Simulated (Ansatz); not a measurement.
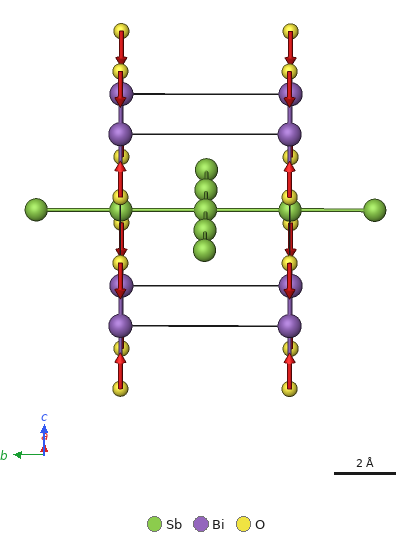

A relaxation of a crystal of BiSb₃O₂ (a generated structure, set up in P4/mmm). The starting structure is drawn; red arrows show the displacements (the part carried along by the change of the cell is left out), magnified 30 times.

A ball-and-stick model of the cell of the calculation, seen from a free direction.

All numbers below come from Ansatz, DFT PBE, scalar-relativistic, plane waves, PAW.

Input
```yaml
crystal:
  lattice:
    - [5.573858793, 0.0, 0.0]
    - [0.0, 5.573858793, 0.0]
    - [0.0, 0.0, 6.4989698143]
  atoms:
    - { symbol: Sb, position: [0.0, 0.5, 0.5] }
    - { symbol: Sb, position: [0.5, 0.0, 0.5] }
    - { symbol: Sb, position: [0.5, 0.5, 0.5] }
    - { symbol: Bi, position: [0.0, 0.0, 0.0] }
    - { symbol: O, position: [0.0, 0.0, 0.672115662] }
    - { symbol: O, position: [0.0, 0.0, 0.327884338] }
basis:
  ecutwfc: 420
kpoints:
  mp_grid: { grid: [8, 8, 6] }
hamiltonian:
  xc: pbe
scf:
  occupations: { method: gaussian, width: 0.1 }
output:
  forces: true
  stress: true
  eigenvalues: true
relax:
  adjacent_minimum: "off"
  f_tol: 0.01
  max_steps: 80
  cell: { stress_tol: 0.05 }
```

Launched with:
```bash
ansatz run input.yaml --threads 1 --pin off --max-ram 2560MiB --backend cpu --events-out ev --progress --plain --runs-dir out
```

Which element moves most?

Oxygen: up to 0.041 Å, against 0.000 Å for antimony.

What did the optimiser do to the structure, and how much energy did it gain?

The largest moves relative to the cell, 0.041 Å, are those of O5 and O6. O5 goes along +c. Sb and Bi stay in place. The volume changes by +3.8 %, with a = b 5.574 → 5.648 Å (+1.3 %), c 6.499 → 6.567 Å (+1.1 %). Some distances before and after: Sb1–Sb3 2.787 → 2.824 Å, Bi4–O5 2.131 → 2.112 Å. The space group stays P4/mmm (No. 123). After 5 accepted moves (7 points after the start) the energy has fallen by 5.2 meV per atom. Largest force component: 0.28 eV/Å at the start, 0.0012 eV/Å at the end. Pressure: 0.81 GPa at the start and 0.00 GPa at the end. The SCF was repeated twice at an unchanged geometry on a basis and grid sized afresh for the cell, which shifted the energy by 1.2 meV per atom at most. Cost: 4.5 min on 1 thread of Intel(R) Xeon(R) Platinum 8488C (Sapphire Rapids), on a shared host, peak memory 0.78 GiB.
